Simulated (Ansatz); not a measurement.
The figure comes from a scan of Cs$_{2}$NaYBr$_{6}$ (space group Fm-3m): the cell is scaled evenly about its relaxed volume V₀. All values below come from r2SCAN (plane waves to 500 eV, PAW, scalar-relativistic; Ansatz, a program for electronic structure). k mesh 5×5×5 (Γ-centred), Fermi-Dirac smearing 0.05 eV. The energy includes the smearing's −TS. Cs2NaYBr6 is run without spin polarisation. Cs2NaYBr6 was relaxed with its symmetry unable to fall. The zero of ΔE is the relaxed starting cell.

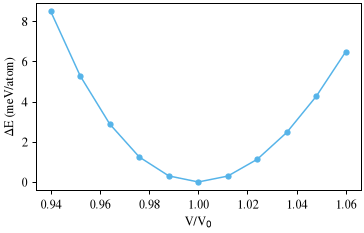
Figure. ΔE (meV/atom) against V/V₀; markers are the computed points, lines only join them.

Problem. Read the plotted values off the figure, to the accuracy that the plot allows.

Solution. To the nearest 0.2:

```csv
V/V₀,ΔE (meV/atom)
0.940,8.4
0.952,5.2
0.964,2.8
0.976,1.2
0.988,0.4
1.000,0.0
1.012,0.2
1.024,1.2
1.036,2.4
1.048,4.2
1.060,6.4
```

(Under strain, the slope of the energy per volume gives the stress and its curvature an elastic modulus.)
